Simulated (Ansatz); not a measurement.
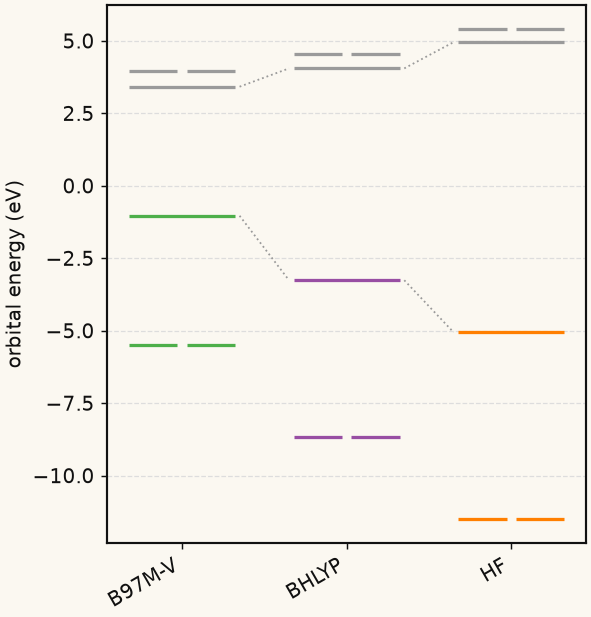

Frontier orbital energies of C₄F₉⁻, SMILES FC(F)(F)[C-](C(F)(F)F)C(F)(F)F at one geometry, def2-TZVPPD, the Ansatz code 0.2.0, at a PBE0-D4/def2-TZVPD geometry (a minimum by its frequencies). Empty levels are grey, levels within 0.1 eV stand side by side; all columns show the same few orbitals around the gap. Dotted lines join the HOMOs and the LUMOs.

Compare the HOMO-LUMO separations.

The separation grows from 4.45 eV (B97M-V) to 10.02 eV (HF).

| level | HOMO (eV) | LUMO (eV) | separation (eV) |
| --- | --- | --- | --- |
| B97M-V | −1.03 | 3.42 | 4.45 |
| BHLYP | −3.26 | 4.05 | 7.31 |
| HF | −5.06 | 4.96 | 10.02 |

Limits of at least one run: empty levels above zero depend strongly on the basis.
